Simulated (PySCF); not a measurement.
Single-point calculation, with input and output: PdSi (charge +1)

The run: single-point calculation of PdSi, charge +1, multiplicity 4. Method and program: UHF/x2c-svpall, tda (PySCF 2.14.0).

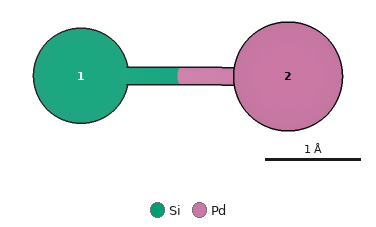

Fig. 1: The structure (ball-and-stick view, seen at an oblique angle; atoms are numbered from 1 in the order of the input). Sticks mark near contacts. Bond lengths as drawn: Pd–Si 2.40 Å.

### Key numbers

```json
{"quantity": "outcome", "value": "converged"}
{"quantity": "SCF energy", "value": "−5331.488668 hartree"}
{"quantity": "⟨S²⟩", "value": "3.776"}
{"quantity": "hardware", "value": "1 CPU thread, shared host"}
{"quantity": "wall time", "value": "24 s"}
```

### Input
```python
from pyscf import gto, scf, tdscf

mol = gto.M(
    atom='Si 0 0 0; Pd 0 0 2.4',
    basis='x2c-svpall',
    charge=1,
    spin=3,
    verbose=4,
)
mf = scf.UHF(mol)
mf = mf.sfx2c1e()
mf.kernel()
td = tdscf.TDA(mf)
td.nstates = 8
td.kernel()
td.analyze()
mf.dip_moment()
print('orbital energies (hartree):', [e[max(0, n-3):n+3].round(4) for e, n in zip(mf.mo_energy, mol.nelec)])
```

Launch command:
```bash
python input.py
```

### The program's output
```
PySCF version 2.14.0

[INPUT] verbose = 4
[INPUT] num. atoms = 2
[INPUT] num. electrons = 59
[INPUT] charge = 1
[INPUT] spin (= nelec alpha-beta = 2S) = 3
[INPUT] symmetry False subgroup None
[INPUT] Mole.unit = angstrom
[INPUT] Symbol           X                Y                Z      unit          X                Y                Z       unit  Magmom
[INPUT]  1 Si     0.000000000000   0.000000000000   0.000000000000 AA    0.000000000000   0.000000000000   0.000000000000 Bohr   0.0
[INPUT]  2 Pd     0.000000000000   0.000000000000   2.400000000000 AA    0.000000000000   0.000000000000   4.535342698956 Bohr   0.0

nuclear repulsion = 141.9958849302
number of shells = 7
number of NR pGTOs = 153
number of NR cGTOs = 71
basis = x2c-svpall
ecp = {}

******** <class 'pyscf.x2c.sfx2c1e.sfX2C1eUHF'> ********
method = sfX2C1eUHF
initial guess = minao
damping factor = 0
level_shift factor = 0
DIIS = <class 'pyscf.scf.diis.CDIIS'>
diis_start_cycle = 1
diis_space = 8
diis_damp = 0
SCF conv_tol = 1e-09
SCF conv_tol_grad = None
SCF max_cycles = 50
direct_scf = True
direct_scf_tol = 1e-13
number electrons alpha = 31  beta = 28

******** <class 'pyscf.x2c.sfx2c1e.SpinFreeX2CHelper'> ********
approx = 1e
xuncontract = 1
Set gradient conv threshold to 3.16228e-05
init E= -5331.56961732001

WARN: alpha nocc = 31  HOMO -0.0429698248404015 >= LUMO -0.0429698248252847

WARN: beta  nocc = 28  HOMO -0.294904124095682 >= LUMO -0.29490412408838

WARN: HOMO -0.0429698248404015 >= LUMO -0.29490412408838

cycle= 1 E= -5331.22862998335  delta_E= 0.341  |g|= 0.794  |ddm|= 1.25
  alpha nocc = 31  HOMO = -0.497909900806179  LUMO = -0.185646273408585
  beta  nocc = 28  HOMO = -0.707252668529636  LUMO = -0.45964015942453
  HOMO = -0.497909900806  LUMO = -0.459640159425  gap/eV = 1.04137
cycle= 2 E= -5331.36570808016  delta_E= -0.137  |g|= 0.707  |ddm|= 1.34
  alpha nocc = 31  HOMO = -0.501192054855337  LUMO = -0.158937874109453
  beta  nocc = 28  HOMO = -0.66289833003083  LUMO = -0.231346223413021
  HOMO = -0.501192054855  LUMO = -0.231346223413  gap/eV = 7.34288
cycle= 3 E= -5331.48394423791  delta_E= -0.118  |g|= 0.0714  |ddm|= 0.46
  alpha nocc = 31  HOMO = -0.498003583041601  LUMO = -0.130025977458144
  beta  nocc = 28  HOMO = -0.635122727940689  LUMO = -0.205605396183087
  HOMO = -0.498003583042  LUMO = -0.205605396183  gap/eV = 7.95656
cycle= 4 E= -5331.48737925288  delta_E= -0.00344  |g|= 0.0179  |ddm|= 0.111
  alpha nocc = 31  HOMO = -0.497930935908388  LUMO = -0.128969878649796
  beta  nocc = 28  HOMO = -0.632882489271156  LUMO = -0.20166324241968
  HOMO = -0.497930935908  LUMO = -0.20166324242  gap/eV = 8.06185
cycle= 5 E= -5331.48815703762  delta_E= -0.000778  |g|= 0.00869  |ddm|= 0.0608
  alpha nocc = 31  HOMO = -0.499197988222715  LUMO = -0.128726028939258
  beta  nocc = 28  HOMO = -0.632936009345524  LUMO = -0.200451974102889
  HOMO = -0.499197988223  LUMO = -0.200451974103  gap/eV = 8.12929
cycle= 6 E= -5331.48844504778  delta_E= -0.000288  |g|= 0.0039  |ddm|= 0.0409
  alpha nocc = 31  HOMO = -0.499680148883737  LUMO = -0.128530387470458
  beta  nocc = 28  HOMO = -0.633301038338507  LUMO = -0.200011996238726
  HOMO = -0.499680148884  LUMO = -0.200011996239  gap/eV = 8.15439
cycle= 7 E= -5331.48851398883  delta_E= -6.89e-05  |g|= 0.00212  |ddm|= 0.0197
  alpha nocc = 31  HOMO = -0.49968224332752  LUMO = -0.128339903124242
  beta  nocc = 28  HOMO = -0.63333263067698  LUMO = -0.199752754695753
  HOMO = -0.499682243328  LUMO = -0.199752754696  gap/eV = 8.16150
cycle= 8 E= -5331.48853470788  delta_E= -2.07e-05  |g|= 0.00132  |ddm|= 0.0117
  alpha nocc = 31  HOMO = -0.499787462220963  LUMO = -0.128234229024908
  beta  nocc = 28  HOMO = -0.633353095899913  LUMO = -0.19969847657522
  HOMO = -0.499787462221  LUMO = -0.199698476575  gap/eV = 8.16584
cycle= 9 E= -5331.48854417793  delta_E= -9.47e-06  |g|= 0.000983  |ddm|= 0.00781
  alpha nocc = 31  HOMO = -0.499847343981407  LUMO = -0.128149691667777
  beta  nocc = 28  HOMO = -0.633274167321136  LUMO = -0.199646663958196
  HOMO = -0.499847343981  LUMO = -0.199646663958  gap/eV = 8.16888
cycle= 10 E= -5331.48855114054  delta_E= -6.96e-06  |g|= 0.000841  |ddm|= 0.00586
  alpha nocc = 31  HOMO = -0.499861343539425  LUMO = -0.128213804366642
  beta  nocc = 28  HOMO = -0.63327012101862  LUMO = -0.199665567610957
  HOMO = -0.499861343539  LUMO = -0.199665567611  gap/eV = 8.16874
cycle= 11 E= -5331.48855664601  delta_E= -5.51e-06  |g|= 0.00079  |ddm|= 0.00366
  alpha nocc = 31  HOMO = -0.499881798675112  LUMO = -0.128163191016858
  beta  nocc = 28  HOMO = -0.633315049804692  LUMO = -0.199668848168504
  HOMO = -0.499881798675  LUMO = -0.199668848169  gap/eV = 8.16921
cycle= 12 E= -5331.48857187939  delta_E= -1.52e-05  |g|= 0.00066  |ddm|= 0.0111
  alpha nocc = 31  HOMO = -0.499910637512367  LUMO = -0.128250340995383
  beta  nocc = 28  HOMO = -0.633498567741022  LUMO = -0.199701895293209
  HOMO = -0.499910637512  LUMO = -0.199701895293  gap/eV = 8.16910
cycle= 13 E= -5331.4885861208  delta_E= -1.42e-05  |g|= 0.000507  |ddm|= 0.0134
  alpha nocc = 31  HOMO = -0.499971038334345  LUMO = -0.128395668834878
  beta  nocc = 28  HOMO = -0.633645251285918  LUMO = -0.199715199495976
  HOMO = -0.499971038334  LUMO = -0.199715199496  gap/eV = 8.17038
cycle= 14 E= -5331.48859671424  delta_E= -1.06e-05  |g|= 0.000325  |ddm|= 0.0159
  alpha nocc = 31  HOMO = -0.500010971702106  LUMO = -0.128803379030566
  beta  nocc = 28  HOMO = -0.63351409616745  LUMO = -0.199712410094573
  HOMO = -0.500010971702  LUMO = -0.199712410095  gap/eV = 8.17154
cycle= 15 E= -5331.48859975667  delta_E= -3.04e-06  |g|= 0.00021  |ddm|= 0.00835
  alpha nocc = 31  HOMO = -0.500018133914354  LUMO = -0.128767096812323
  beta  nocc = 28  HOMO = -0.633590512270908  LUMO = -0.19972118814882
  HOMO = -0.500018133914  LUMO = -0.199721188149  gap/eV = 8.17150
cycle= 16 E= -5331.48860060043  delta_E= -8.44e-07  |g|= 0.000192  |ddm|= 0.00374
  alpha nocc = 31  HOMO = -0.500023856523772  LUMO = -0.128866339518345
  beta  nocc = 28  HOMO = -0.633514794847193  LUMO = -0.199722467057894
  HOMO = -0.500023856524  LUMO = -0.199722467058  gap/eV = 8.17162
cycle= 17 E= -5331.48860094622  delta_E= -3.46e-07  |g|= 0.000185  |ddm|= 0.00109
  alpha nocc = 31  HOMO = -0.500022070401366  LUMO = -0.12883238243603
  beta  nocc = 28  HOMO = -0.633536882802207  LUMO = -0.199724947001534
  HOMO = -0.500022070401  LUMO = -0.199724947002  gap/eV = 8.17150
cycle= 18 E= -5331.48860118116  delta_E= -2.35e-07  |g|= 0.000184  |ddm|= 0.0007
  alpha nocc = 31  HOMO = -0.50002264613178  LUMO = -0.128835403749397
  beta  nocc = 28  HOMO = -0.633537139140109  LUMO = -0.199726489874315
  HOMO = -0.500022646132  LUMO = -0.199726489874  gap/eV = 8.17147
cycle= 19 E= -5331.48860144567  delta_E= -2.65e-07  |g|= 0.000184  |ddm|= 0.000785
  alpha nocc = 31  HOMO = -0.50002304554645  LUMO = -0.128841558890574
  beta  nocc = 28  HOMO = -0.633535147789246  LUMO = -0.199727206960904
  HOMO = -0.500023045546  LUMO = -0.199727206961  gap/eV = 8.17147
cycle= 20 E= -5331.48860178325  delta_E= -3.38e-07  |g|= 0.000184  |ddm|= 0.001
  alpha nocc = 31  HOMO = -0.50003141653112  LUMO = -0.128847333677582
  beta  nocc = 28  HOMO = -0.633545766216207  LUMO = -0.199730287685743
  HOMO = -0.500031416531  LUMO = -0.199730287686  gap/eV = 8.17161
cycle= 21 E= -5331.48860336142  delta_E= -1.58e-06  |g|= 0.000183  |ddm|= 0.00469
  alpha nocc = 31  HOMO = -0.500096878386195  LUMO = -0.128871914982141
  beta  nocc = 28  HOMO = -0.633569482279841  LUMO = -0.199737505086669
  HOMO = -0.500096878386  LUMO = -0.199737505087  gap/eV = 8.17319
cycle= 22 E= -5331.48860800483  delta_E= -4.64e-06  |g|= 0.000182  |ddm|= 0.0139
  alpha nocc = 31  HOMO = -0.500066176509625  LUMO = -0.128879681746711
  beta  nocc = 28  HOMO = -0.63356206536367  LUMO = -0.199736920247705
  HOMO = -0.50006617651  LUMO = -0.199736920248  gap/eV = 8.17238
cycle= 23 E= -5331.48860835211  delta_E= -3.47e-07  |g|= 0.000181  |ddm|= 0.00106
  alpha nocc = 31  HOMO = -0.503045706346868  LUMO = -0.12869899902034
  beta  nocc = 28  HOMO = -0.63378661891087  LUMO = -0.199788221019229
  HOMO = -0.503045706347  LUMO = -0.199788221019  gap/eV = 8.25206
cycle= 24 E= -5331.48863565761  delta_E= -2.73e-05  |g|= 0.000943  |ddm|= 0.0931
  alpha nocc = 31  HOMO = -0.502054850374814  LUMO = -0.128785127916382
  beta  nocc = 28  HOMO = -0.633730105194582  LUMO = -0.199778017695453
  HOMO = -0.502054850375  LUMO = -0.199778017695  gap/eV = 8.22537
cycle= 25 E= -5331.4886313563  delta_E= 4.3e-06  |g|= 0.000642  |ddm|= 0.0178
  alpha nocc = 31  HOMO = -0.502550354137703  LUMO = -0.128732638782598
  beta  nocc = 28  HOMO = -0.633778907356501  LUMO = -0.199781022880615
  HOMO = -0.502550354138  LUMO = -0.199781022881  gap/eV = 8.23877
cycle= 26 E= -5331.48863120804  delta_E= 1.48e-07  |g|= 0.000794  |ddm|= 0.00156
  alpha nocc = 31  HOMO = -0.502800511254859  LUMO = -0.128691855744958
  beta  nocc = 28  HOMO = -0.633801300915239  LUMO = -0.199785217383574
  HOMO = -0.502800511255  LUMO = -0.199785217384  gap/eV = 8.24547
cycle= 27 E= -5331.48863480805  delta_E= -3.6e-06  |g|= 0.000869  |ddm|= 0.0135
  alpha nocc = 31  HOMO = -0.504474328330725  LUMO = -0.128544350913161
  beta  nocc = 28  HOMO = -0.633902246067397  LUMO = -0.199803026253949
  HOMO = -0.504474328331  LUMO = -0.199803026254  gap/eV = 8.29053
cycle= 28 E= -5331.4886425022  delta_E= -7.69e-06  |g|= 0.00138  |ddm|= 0.0362
  alpha nocc = 31  HOMO = -0.503072722082926  LUMO = -0.128720175199506
  beta  nocc = 28  HOMO = -0.633813864820288  LUMO = -0.199795937962783
  HOMO = -0.503072722083  LUMO = -0.199795937963  gap/eV = 8.25258
cycle= 29 E= -5331.4886423114  delta_E= 1.91e-07  |g|= 0.000942  |ddm|= 0.00677
  alpha nocc = 31  HOMO = -0.499310577499775  LUMO = -0.129118489258945
  beta  nocc = 28  HOMO = -0.633630832946957  LUMO = -0.199774175091152
  HOMO = -0.4993105775  LUMO = -0.199774175091  gap/eV = 8.15080
cycle= 30 E= -5331.488637917  delta_E= 4.39e-06  |g|= 0.000294  |ddm|= 0.0211
  alpha nocc = 31  HOMO = -0.511389139461801  LUMO = -0.128109897793629
  beta  nocc = 28  HOMO = -0.634191586868547  LUMO = -0.19986231876146
  HOMO = -0.511389139462  LUMO = -0.199862318761  gap/eV = 8.47708
cycle= 31 E= -5331.48864752952  delta_E= -9.61e-06  |g|= 0.00352  |ddm|= 0.152
  alpha nocc = 31  HOMO = -0.504335154844354  LUMO = -0.128778587037544
  beta  nocc = 28  HOMO = -0.633888677124263  LUMO = -0.199822836171295
  HOMO = -0.504335154844  LUMO = -0.199822836171  gap/eV = 8.28620
cycle= 32 E= -5331.48865626227  delta_E= -8.73e-06  |g|= 0.00132  |ddm|= 0.0581
  alpha nocc = 31  HOMO = -0.502217156336734  LUMO = -0.129007026149361
  beta  nocc = 28  HOMO = -0.633830132287365  LUMO = -0.199817098026686
  HOMO = -0.502217156337  LUMO = -0.199817098027  gap/eV = 8.22872
cycle= 33 E= -5331.48866083121  delta_E= -4.57e-06  |g|= 0.00065  |ddm|= 0.0187
  alpha nocc = 31  HOMO = -0.502546710924872  LUMO = -0.129066339335909
  beta  nocc = 28  HOMO = -0.633885274920415  LUMO = -0.199826529942386
  HOMO = -0.502546710925  LUMO = -0.199826529942  gap/eV = 8.23744
cycle= 34 E= -5331.48866678688  delta_E= -5.96e-06  |g|= 0.000737  |ddm|= 0.0724
  alpha nocc = 31  HOMO = -0.498986978817593  LUMO = -0.129352302874145
  beta  nocc = 28  HOMO = -0.633780961076095  LUMO = -0.19981295702494
  HOMO = -0.498986978818  LUMO = -0.199812957025  gap/eV = 8.14094
cycle= 35 E= -5331.48866733706  delta_E= -5.5e-07  |g|= 0.000381  |ddm|= 0.00381
  alpha nocc = 31  HOMO = -0.500959417115682  LUMO = -0.129228074414447
  beta  nocc = 28  HOMO = -0.633828780320794  LUMO = -0.199823484022739
  HOMO = -0.500959417116  LUMO = -0.199823484023  gap/eV = 8.19433
cycle= 36 E= -5331.48866784307  delta_E= -5.06e-07  |g|= 0.000236  |ddm|= 0.0222
  alpha nocc = 31  HOMO = -0.500395410502398  LUMO = -0.129274542174334
  beta  nocc = 28  HOMO = -0.633816110482372  LUMO = -0.199821447177859
  HOMO = -0.500395410502  LUMO = -0.199821447178  gap/eV = 8.17903
cycle= 37 E= -5331.4886679198  delta_E= -7.67e-08  |g|= 6.03e-05  |ddm|= 0.00105
  alpha nocc = 31  HOMO = -0.500100157480965  LUMO = -0.129294206652587
  beta  nocc = 28  HOMO = -0.633807861658092  LUMO = -0.199819809028488
  HOMO = -0.500100157481  LUMO = -0.199819809028  gap/eV = 8.17104
cycle= 38 E= -5331.48866792531  delta_E= -5.51e-09  |g|= 3.41e-05  |ddm|= 0.000686
  alpha nocc = 31  HOMO = -0.500261396175057  LUMO = -0.129283893460125
  beta  nocc = 28  HOMO = -0.633813591565565  LUMO = -0.199820188203042
  HOMO = -0.500261396175  LUMO = -0.199820188203  gap/eV = 8.17542
cycle= 39 E= -5331.4886679252  delta_E= 1.08e-10  |g|= 1.72e-05  |ddm|= 0.000612
  alpha nocc = 31  HOMO = -0.500209377999998  LUMO = -0.129288907099324
  beta  nocc = 28  HOMO = -0.633810963969524  LUMO = -0.199819173148776
  HOMO = -0.500209378  LUMO = -0.199819173149  gap/eV = 8.17403
```

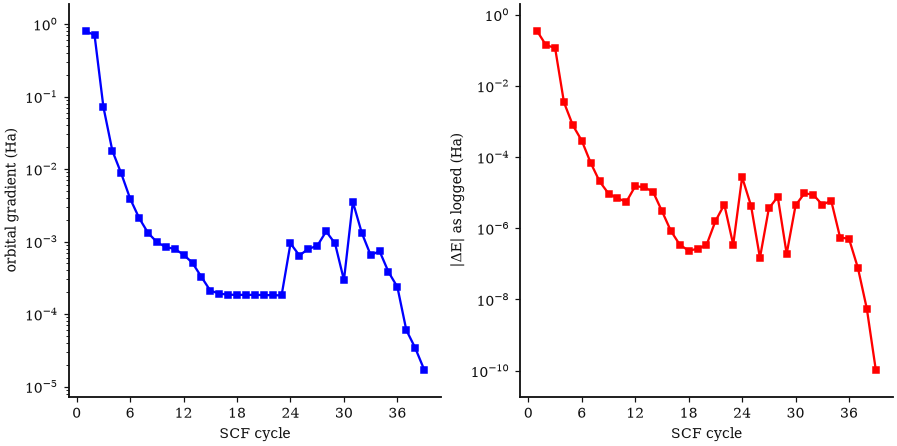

Fig. 2: Convergence of the self-consistent field: orbital gradient and size of the energy change against the SCF cycle. The residual lingers near 2 × 10⁻⁴ from about step 12 to 23 before it falls again.

```
Extra cycle  E= -5331.48866792559  delta_E= -3.9e-10  |g|= 7.19e-06  |ddm|= 2.78e-05
converged SCF energy = -5331.48866792559  <S^2> = 3.7758851  2S+1 = 4.0129217

******** <class 'pyscf.tdscf.uhf.TDA'> for <class 'pyscf.x2c.sfx2c1e.sfX2C1eUHF'> ********
nstates = 8
deg_eia_thresh = 1.000e-03
wfnsym = None
conv_tol = 1e-05
eigh lindep = 1e-12
eigh level_shift = 0
eigh max_cycle = 100

Excitation energies (eV)
[0.21496465 0.22349754 0.51059403 0.52060031 0.62177115 1.50704404
 3.99131037 4.07661909]

** Excitation energies and oscillator strengths **
Excited State   1:      0.21496 eV   5767.66 nm  f=0.0000
      31a ->   32a      0.49560
      25b ->   32b     -0.77222
      25b ->   33b     -0.28523
      25b ->   39b      0.22889
Excited State   2:      0.22350 eV   5547.45 nm  f=0.0000
      31a ->   32a     -0.84260
      31a ->   35a      0.14443
      25b ->   32b     -0.45351
      25b ->   33b     -0.16741
      25b ->   39b      0.13466
Excited State   3:      0.51059 eV   2428.23 nm  f=0.0000
      26b ->   32b      0.89724
      26b ->   33b      0.33627
      26b ->   39b     -0.25489
Excited State   4:      0.52060 eV   2381.56 nm  f=0.0000
      24b ->   32b     -0.52407
      24b ->   33b     -0.19739
      24b ->   39b      0.15429
      28b ->   32b      0.73323
      28b ->   33b      0.26683
      28b ->   39b     -0.19152
Excited State   5:      0.62177 eV   1994.05 nm  f=0.0000
      27b ->   32b     -0.89822
      27b ->   33b     -0.32769
      27b ->   39b      0.25159
Excited State   6:      1.50704 eV    822.70 nm  f=0.0001
      29a ->   32a      0.10941
      30a ->   32a      0.97444
      30a ->   35a     -0.12758
Excited State   7:      3.99131 eV    310.64 nm  f=0.0006
      29a ->   33a     -0.11537
      30a ->   33a      0.42709
      30a ->   36a     -0.10469
      30a ->   37a      0.10552
      31a ->   34a      0.12421
      24b ->   29b      0.16066
      24b ->   33b      0.10263
      24b ->   36b     -0.10429
      28b ->   29b     -0.81071
      28b ->   36b      0.12528
Excited State   8:      4.07662 eV    304.13 nm  f=0.0156
      27a ->   33a      0.15711
      31a ->   33a      0.93263
      31a ->   36a     -0.12213
      31a ->   37a      0.22292

** Transition electric dipole moments (AU) **
state          X           Y           Z        Dip. S.      Osc.
  1        -0.0000      0.0000      0.0000      0.0000      0.0000
  2         0.0000     -0.0000      0.0000      0.0000      0.0000
  3         0.0062     -0.0070      0.0000      0.0001      0.0000
  4        -0.0000      0.0000      0.0292      0.0009      0.0000
  5        -0.0241     -0.0211      0.0000      0.0010      0.0000
  6         0.0445      0.0388      0.0000      0.0035      0.0001
  7         0.0000     -0.0000      0.0755      0.0057      0.0006
  8        -0.2603      0.2983     -0.0000      0.1567      0.0156

** Transition velocity dipole moments (imaginary part, AU) **
state          X           Y           Z        Dip. S.      Osc.
  1         0.0000     -0.0000      0.0000      0.0000      0.0000
  2        -0.0000      0.0000      0.0000      0.0000      0.0000
  3         0.0045     -0.0051      0.0000      0.0000      0.0016
  4        -0.0000      0.0000      0.0010      0.0000      0.0000
  5        -0.0065     -0.0057      0.0000      0.0001      0.0022
  6        -0.0236     -0.0206     -0.0000      0.0010      0.0119
  7         0.0000     -0.0000     -0.0009      0.0000      0.0000
  8        -0.0484      0.0555     -0.0000      0.0054      0.0242

** Transition magnetic dipole moments (imaginary part, AU) **
state          X           Y           Z
  1        -0.0000     -0.0000      2.2245
  2        -0.0000     -0.0000      0.1416
  3        -0.8716     -0.7663      0.0000
  4         0.0000      0.0000     -0.0005
  5        -0.5604      0.6357      0.0000
  6         0.6302     -0.7223      0.0000
  7         0.0000      0.0000      0.0000
  8        -0.1104     -0.0963     -0.0000
Dipole moment(X, Y, Z, Debye):  0.00000,  0.00000,  8.26874
orbital energies (hartree): [array([-0.7209, -0.5323, -0.5002, -0.2024, -0.1587, -0.0741]), array([-0.7111, -0.7031, -0.6338, -0.1998, -0.1758, -0.1354])]
```

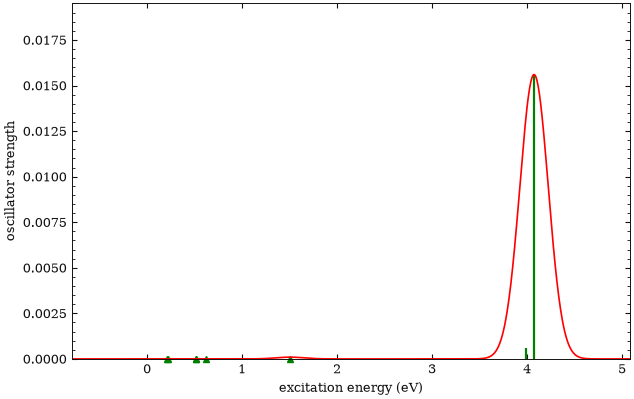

Fig. 3: Computed excitations as sticks (degenerate states added up, dark ones marked on the axis), with a Gaussian envelope of 0.35 eV full width at half maximum, scaled to the tallest. Of the 8 states the lowest lies at 0.21 eV (f = 0.000); the strongest line is at 4.08 eV, or 304 nm (f = 0.016).
